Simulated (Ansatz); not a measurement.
System: BH4O3···Cl.

```xyz
9

B    -0.2548   -0.0599   -0.2507
O     1.1366    0.5778   -0.2013
O    -0.3927   -1.2735   -0.8372
O    -1.1956    0.9146   -0.3233
H     1.2471    0.2694    0.8253
Cl    0.2887   -0.5972    1.9826
H     1.0426    1.5409   -0.2332
H     0.2087   -1.9415   -0.5013
H    -2.0807    0.5694   -0.4608
```

A transition-state structure; geometry: PBE0-D4/def2-TZVP.

These are results of RKS PBE0-D4/def2-TZVPP in Ansatz 0.2.0, not measurements.

> Predict the electron density and electron localisation function between the atoms.

B–O (1.36 Å): ρ is about 2.2 e/Å³ halfway; the ELF peaks at about 0.90 between the atoms (a short, strongly polar bond).
O–H (0.97 Å): the density is about 3.8 e/Å³ at the midpoint; the ELF climbs to about 1 towards the hydrogen, as it does in any bond to H: a covalent bond by its length.
B–O (1.53 Å): the density is about 1.4 e/Å³ at the midpoint; the ELF peaks at about 0.90 between the atoms: a polar covalent bond.

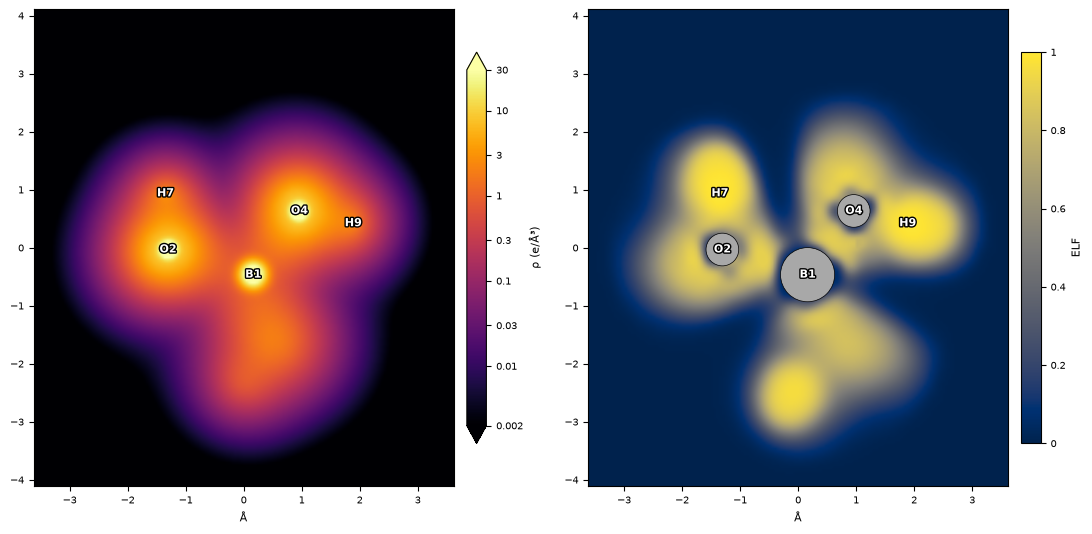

Computed electron density and electron localisation function on the plane of atoms B1, O2 and H7, in this order. Grey discs cover the atomic cores in the ELF map. 
